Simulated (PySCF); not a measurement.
# One shape, several levels: MgH2SO (SMILES [OH][Mg][SH])

Wanted: a comparison of 5 runs (HF/3-21G, B3LYP/6-31G*, TPSS/def2-SVP, B3LYP/def2-SVPD, MP2/6-311G**) of MgH2SO. The job is set up through a Python script.

The calculation is run with PySCF 2.14.0.

### Step 1. The system as given

The species is MgH2SO (5 atoms), meant as a singlet with charge 0. SMILES: `[OH][Mg][SH]`. The coordinates come from a PBE0-D4/def2-TZVP relaxation.

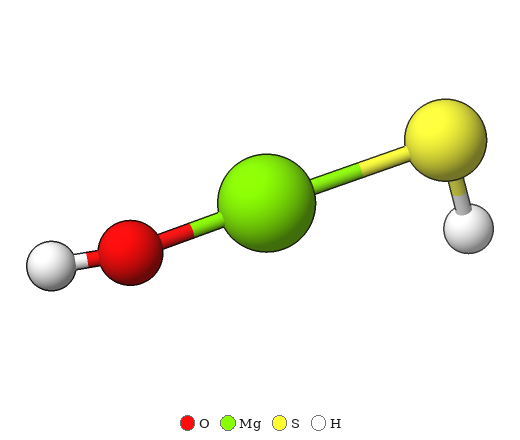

The structure, seen from a chosen angle (oxygen red, magnesium green, sulfur yellow, hydrogen white).

### Step 2. Energy and forces at HF/3-21G (run 1)

Contents of mol.xyz:

```xyz
5
H2MgOS
O     -1.217000    -1.288800     0.406900
Mg    -0.201300     0.031600    -0.150600
S      1.077400     1.793700    -0.840800
H     -1.667400    -2.115500     0.509900
H      2.058200     1.505300     0.033200
```

Contents of calc.py:

```python
# [OH][Mg][SH]
import pyscf.grad
from pyscf import gto, scf

mol = gto.M(
    atom='mol.xyz',
    basis='3-21g',
    spin=0,
    verbose=4,
    max_memory=1860,
)

calc0 = scf.RHF(mol)
calc0.conv_tol = 1e-10
calc0.kernel()
if not calc0.converged:
    calc0 = calc0.newton().run(calc0.mo_coeff, calc0.mo_occ)

e_final = calc0.e_tot
print(f'total energy: {e_final:.8f} hartree')
grad = calc0.Gradients().kernel()
dip = calc0.dip_moment()
pop, q = calc0.mulliken_pop()
```

Launch:

```
$ OMP_NUM_THREADS=1 python calc.py
```

Standard output:

```text
PySCF version 2.14.0

[INPUT] num. atoms = 5
[INPUT] num. electrons = 38
[INPUT] charge = 0
[INPUT] spin (= nelec alpha-beta = 2S) = 0
[INPUT] symmetry False subgroup None
[INPUT] Mole.unit = angstrom
[INPUT] Symbol           X                Y                Z      unit          X                Y                Z       unit  Magmom
[INPUT]  1 O     -1.217000000000  -1.288800000000   0.406900000000 AA   -2.299796693596  -2.435479029339   0.768929560086 Bohr   0.0
[INPUT]  2 Mg    -0.201300000000   0.031600000000  -0.150600000000 AA   -0.380401868875   0.059715345536  -0.284592754359 Bohr   0.0
[INPUT]  3 S      1.077400000000   1.793700000000  -0.840800000000 AA    2.035990926606   3.389601749632  -1.588881725534 Bohr   0.0
[INPUT]  4 H     -1.667400000000  -2.115500000000   0.509900000000 AA   -3.150929340100  -3.997715616517   0.963571350916 Bohr   0.0
[INPUT]  5 H      2.058200000000   1.505300000000   0.033200000000 AA    3.889434309580   2.844604735308   0.062738907336 Bohr   0.0

[... 46 lines left out ...]
converged SCF energy = -669.72709224467
total energy: -669.72709224 hartree
[... 11 lines left out ...]
Dipole moment(X, Y, Z, Debye): -0.73231, -3.02949,  1.23113
[... 6 lines left out ...]
pop of  0 O 2pz           0.76642
pop of  0 O 3px           1.03084
pop of  0 O 3py           0.87895
pop of  0 O 3pz           1.10323
pop of  1 Mg 1s           1.99912
pop of  1 Mg 2s           1.98465
pop of  1 Mg 3s           0.29702
pop of  1 Mg 4s           0.03206
pop of  1 Mg 2px          1.96217
pop of  1 Mg 2py          1.96488
pop of  1 Mg 2pz          1.96047
pop of  1 Mg 3px          0.18290
pop of  1 Mg 3py          0.24655
pop of  1 Mg 3pz          0.14157
pop of  1 Mg 4px          0.03957
pop of  1 Mg 4py          0.01759
pop of  1 Mg 4pz          0.06608
pop of  2 S 1s            1.99860
pop of  2 S 2s            1.96223
pop of  2 S 3s            0.96013
pop of  2 S 4s            1.02797
pop of  2 S 2px           1.96104
pop of  2 S 2py           1.96475
pop of  2 S 2pz           1.96331
pop of  2 S 3px           0.75015
pop of  2 S 3py           0.84944
pop of  2 S 3pz           0.80744
pop of  2 S 4px           0.60724
pop of  2 S 4py           0.92096
pop of  2 S 4pz           0.81064
pop of  3 H 1s            0.42797
pop of  3 H 2s            0.18418
pop of  4 H 1s            0.43063
pop of  4 H 2s            0.52017
 ** Mulliken atomic charges  **
charge of    0O =     -0.95851
charge of    1Mg =      1.10537
charge of    2S =     -0.58390
charge of    3H =      0.38785
charge of    4H =      0.04920
```

It took 3.3 s on 1 thread of Intel Xeon at 2.50GHz (Skylake/Cascade Lake), shared host; peak memory 0.12 GiB.

### Step 3. Energy and forces at B3LYP/6-31G(d) (spherical functions) (run 2)

Contents of job.py:

```python
import pyscf.grad
from pyscf import gto, dft

system = gto.M(
    atom='''
O   -1.217000  -1.288800   0.406900
Mg  -0.201300   0.031600  -0.150600
S    1.077400   1.793700  -0.840800
H   -1.667400  -2.115500   0.509900
H    2.058200   1.505300   0.033200
''',
    verbose=4,
    basis='6-31g*',
    max_memory=1860,
    spin=0,
)

myscf = dft.RKS(system, xc='b3lyp')
myscf.grids.level = 5
myscf.conv_tol = 1e-10
myscf.kernel()
if not myscf.converged:
    myscf = myscf.newton().run(myscf.mo_coeff, myscf.mo_occ)

energy = myscf.e_tot
print('Final energy', energy)
grad = myscf.Gradients().kernel()
myscf.analyze()
```

Launch:

```
$ OMP_NUM_THREADS=1 python job.py
```

Standard output:

```text
PySCF version 2.14.0

[INPUT] num. atoms = 5
[INPUT] num. electrons = 38
[INPUT] charge = 0
[INPUT] spin (= nelec alpha-beta = 2S) = 0
[INPUT] symmetry False subgroup None
[INPUT] Mole.unit = angstrom
[INPUT] Symbol           X                Y                Z      unit          X                Y                Z       unit  Magmom
[INPUT]  1 O     -1.217000000000  -1.288800000000   0.406900000000 AA   -2.299796693596  -2.435479029339   0.768929560086 Bohr   0.0
[INPUT]  2 Mg    -0.201300000000   0.031600000000  -0.150600000000 AA   -0.380401868875   0.059715345536  -0.284592754359 Bohr   0.0
[INPUT]  3 S      1.077400000000   1.793700000000  -0.840800000000 AA    2.035990926606   3.389601749632  -1.588881725534 Bohr   0.0
[INPUT]  4 H     -1.667400000000  -2.115500000000   0.509900000000 AA   -3.150929340100  -3.997715616517   0.963571350916 Bohr   0.0
[INPUT]  5 H      2.058200000000   1.505300000000   0.033200000000 AA    3.889434309580   2.844604735308   0.062738907336 Bohr   0.0

[... 63 lines left out ...]
Final energy -674.7684980960213
[... 18 lines left out ...]
DFT Exchange-Correlation Energy =      -51.690522970825782
[... 7 lines left out ...]
MO #6   energy= -5.86749781181176  occ= 2
[... 5 lines left out ...]
MO #12  energy= -0.919831131410549 occ= 2
[... 5 lines left out ...]
MO #18  energy= -0.274464559359636 occ= 2
[... 5 lines left out ...]
MO #24  energy= 0.074981641464638  occ= 0
[... 5 lines left out ...]
MO #30  energy= 0.284945256720445  occ= 0
[... 5 lines left out ...]
MO #36  energy= 0.416495739508393  occ= 0
[... 5 lines left out ...]
MO #42  energy= 0.886013839824846  occ= 0
[... 5 lines left out ...]
MO #48  energy= 1.26659414483935   occ= 0
[... 5 lines left out ...]
MO #54  energy= 2.47740790758055   occ= 0
[... 23 lines left out ...]
pop of  1 Mg 3px          0.04893
pop of  1 Mg 3py          0.04037
pop of  1 Mg 3pz          0.06035
pop of  1 Mg 4px          0.00271
pop of  1 Mg 4py          0.00458
pop of  1 Mg 4pz          0.00097
pop of  1 Mg 3dxy         0.00389
pop of  1 Mg 3dyz         0.00520
pop of  1 Mg 3dz^2        0.00307
pop of  1 Mg 3dxz         0.00462
pop of  1 Mg 3dx2-y2      0.01013
pop of  2 S 1s            2.00000
pop of  2 S 2s            1.99984
pop of  2 S 3s            1.80722
pop of  2 S 4s            0.00548
pop of  2 S 2px           1.99989
pop of  2 S 2py           1.99992
pop of  2 S 2pz           1.99991
pop of  2 S 3px           1.43850
pop of  2 S 3py           1.80121
pop of  2 S 3pz           1.63799
pop of  2 S 4px           0.00736
pop of  2 S 4py           0.00250
pop of  2 S 4pz           0.00579
pop of  2 S 3dxy          0.00362
pop of  2 S 3dyz          0.00327
pop of  2 S 3dz^2         0.00184
pop of  2 S 3dxz          0.00752
pop of  2 S 3dx2-y2       0.00252
pop of  3 H 1s            0.65925
pop of  3 H 2s            0.01546
pop of  4 H 1s            0.91144
pop of  4 H 2s            0.00636
 ** Mulliken atomic charges  **
charge of    0O =     -1.07088
charge of    1Mg =      1.38777
charge of    2S =     -0.72438
charge of    3H =      0.32529
charge of    4H =      0.08220
Dipole moment(X, Y, Z, Debye): -0.37038, -1.91831,  0.75957
```

Wall time 35 s (1 thread of Intel Xeon at 2.50GHz (Skylake/Cascade Lake), shared host); peak memory 0.55 GiB.

Runs 3 to 4 aren't shown in full; the table further down has their settings and results.

### Step 4. Energy and forces at MP2/6-311G(d,p) (run 5)

Contents of run.py:

```python
import pyscf.grad
from pyscf import gto, scf, mp

mol = gto.M(
    atom='''
O   -1.217000  -1.288800   0.406900
Mg  -0.201300   0.031600  -0.150600
S    1.077400   1.793700  -0.840800
H   -1.667400  -2.115500   0.509900
H    2.058200   1.505300   0.033200
''',
    spin=0,
    max_memory=1860,
    verbose=4,
    basis='6-311g**',
)

hf = scf.RHF(mol)
hf.conv_tol = 1e-10
hf.kernel()
if not hf.converged:
    hf = hf.newton().run(hf.mo_coeff, hf.mo_occ)

pt = mp.MP2(hf, frozen=7).run()
e_final = pt.e_tot
print('E(%s) = %.9f' % ('MP2', e_final))
grad = pt.Gradients().kernel()
dip = hf.dip_moment()
pop, q = hf.mulliken_pop()
```

Launch:

```
$ OMP_NUM_THREADS=1 python run.py
```

Standard output:

```text
PySCF version 2.14.0

[INPUT] num. atoms = 5
[INPUT] num. electrons = 38
[INPUT] charge = 0
[INPUT] spin (= nelec alpha-beta = 2S) = 0
[INPUT] symmetry False subgroup None
[INPUT] Mole.unit = angstrom
[INPUT] Symbol           X                Y                Z      unit          X                Y                Z       unit  Magmom
[INPUT]  1 O     -1.217000000000  -1.288800000000   0.406900000000 AA   -2.299796693596  -2.435479029339   0.768929560086 Bohr   0.0
[INPUT]  2 Mg    -0.201300000000   0.031600000000  -0.150600000000 AA   -0.380401868875   0.059715345536  -0.284592754359 Bohr   0.0
[INPUT]  3 S      1.077400000000   1.793700000000  -0.840800000000 AA    2.035990926606   3.389601749632  -1.588881725534 Bohr   0.0
[INPUT]  4 H     -1.667400000000  -2.115500000000   0.509900000000 AA   -3.150929340100  -3.997715616517   0.963571350916 Bohr   0.0
[INPUT]  5 H      2.058200000000   1.505300000000   0.033200000000 AA    3.889434309580   2.844604735308   0.062738907336 Bohr   0.0

[... 48 lines left out ...]
converged SCF energy = -673.284129665301
[... 17 lines left out ...]
Dipole moment(X, Y, Z, Debye): -0.39614, -2.07041,  0.75537
[... 49 lines left out ...]
pop of  2 S 5s            1.03440
pop of  2 S 6s            0.86613
pop of  2 S 2px           0.61301
pop of  2 S 2py           0.61769
pop of  2 S 2pz           0.61561
pop of  2 S 3px           1.35357
pop of  2 S 3py           1.35117
pop of  2 S 3pz           1.35228
pop of  2 S 4px           0.30088
pop of  2 S 4py           0.34312
pop of  2 S 4pz           0.32345
pop of  2 S 5px           0.80956
pop of  2 S 5py           0.98161
pop of  2 S 5pz           0.91280
pop of  2 S 6px           0.20357
pop of  2 S 6py           0.36233
pop of  2 S 6pz           0.32942
pop of  2 S 3dxy          0.00504
pop of  2 S 3dyz          0.00353
pop of  2 S 3dz^2         0.00197
pop of  2 S 3dxz          0.01692
pop of  2 S 3dx2-y2       0.00447
pop of  3 H 1s            0.26384
pop of  3 H 2s            0.36800
pop of  3 H 3s            0.02715
pop of  3 H 2px           0.02140
pop of  3 H 2py           0.03041
pop of  3 H 2pz           0.01825
pop of  4 H 1s            0.22921
pop of  4 H 2s            0.57943
pop of  4 H 3s            0.11148
pop of  4 H 2px           0.01536
pop of  4 H 2py           0.00843
pop of  4 H 2pz           0.01364
 ** Mulliken atomic charges  **
charge of    0O =     -0.88970
charge of    1Mg =      0.93525
charge of    2S =     -0.35897
charge of    3H =      0.27095
charge of    4H =      0.04245
```

It took 24 s on 1 thread of Intel Xeon at 2.50GHz (Skylake/Cascade Lake), shared host; peak memory 0.59 GiB.

### Step 5. Overview of the runs

```tsv
run	level	integration grid	frozen core orbitals	energy (Eh)	dipole moment (D) of the reference	HOMO energy (eV)	LUMO energy (eV)	wall time
1	HF/3-21G	–	–	-669.727092	3.35	-9.77	1.25	3.3 s
2	B3LYP/6-31G* (spherical functions)	5	–	-674.768498	2.10	-6.69	-1.39	35 s
3	TPSS/def2-SVP	5	–	-674.573274	1.76	-5.89	-1.60	45 s
4	B3LYP/def2-SVPD	5	–	-674.585104	1.52	-6.94	-1.58	51 s
5	MP2/6-311G**	–	7	-673.765249	2.24	-9.80	1.04	24 s
```

### Step 6. What came out

| quantity | value |
| --- | --- |
| run 5: total energy | -673.76525 Eh |
| run 5: dipole moment (Hartree–Fock density) | 2.24 D |
| run 5: HOMO energy (Hartree–Fock orbitals) | -9.80 eV |
| run 5: LUMO energy (Hartree–Fock orbitals) | 1.04 eV |
| run 5: HOMO–LUMO gap (Hartree–Fock orbitals) | 10.84 eV |
| run 5: correlation energy (7 core orbitals frozen) | -481.1 mEh |
| run 5: largest force on an atom | 0.364 eV/Å |

What this shows: Over runs 1, 2, 3, 4 the dipole moment (its size) runs from 1.52 D (B3LYP/def2-SVPD) to 3.35 D (HF/3-21G). The two ends differ in method and basis. Over runs 1, 2, 3, 4 the HOMO–LUMO gap runs from 4.29 eV (TPSS/def2-SVP) to 11.02 eV (HF/3-21G). Totals of different functionals can't be ranked against each other. All runs together took 2.7 min, the longest 51 s.
